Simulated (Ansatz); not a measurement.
The figure comes from a scan of PbSe (rock salt): volume and axial ratio are varied about the relaxed values (subscript 0). Method: r2SCAN (plane waves to 500 eV, PAW, scalar-relativistic; Ansatz, a first-principles code). k mesh 9×9×9 (Γ-centred), Fermi-Dirac smearing 0.05 eV. E stands for the smeared free energy. PbSe was relaxed with its symmetry unable to fall. Spin-orbit coupling is left out, though Pb is heavy. ΔE is measured from the relaxed starting cell.

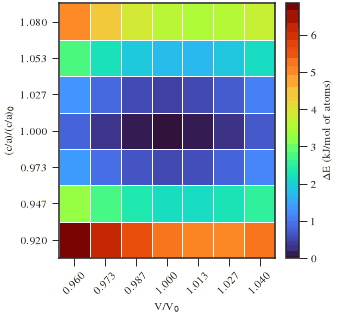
*ΔE (kJ/mol of atoms), one tile a computed point.*

Task: Read the plotted values off the figure, to the accuracy that the plot allows.

Result: To the nearest 1:

ΔE (kJ/mol of atoms), with V/V₀ across and (c/a)/(c/a)₀ down:

| (c/a)/(c/a)₀ \ V/V₀ | 0.960 | 0.973 | 0.987 | 1.000 | 1.013 | 1.027 | 1.040 |
|---|---|---|---|---|---|---|---|
| 0.920 | 7 | 6 | 6 | 5 | 5 | 5 | 5 |
| 0.947 | 3 | 3 | 2 | 2 | 2 | 2 | 3 |
| 0.973 | 1 | 1 | 1 | 1 | 1 | 1 | 1 |
| 1.000 | 1 | 0 | 0 | 0 | 0 | 0 | 1 |
| 1.027 | 1 | 1 | 1 | 0 | 1 | 1 | 1 |
| 1.053 | 3 | 2 | 2 | 2 | 2 | 2 | 2 |
| 1.080 | 5 | 4 | 4 | 4 | 4 | 4 | 4 |

(Under strain, the slope of the energy per volume gives the stress and its curvature an elastic modulus.)
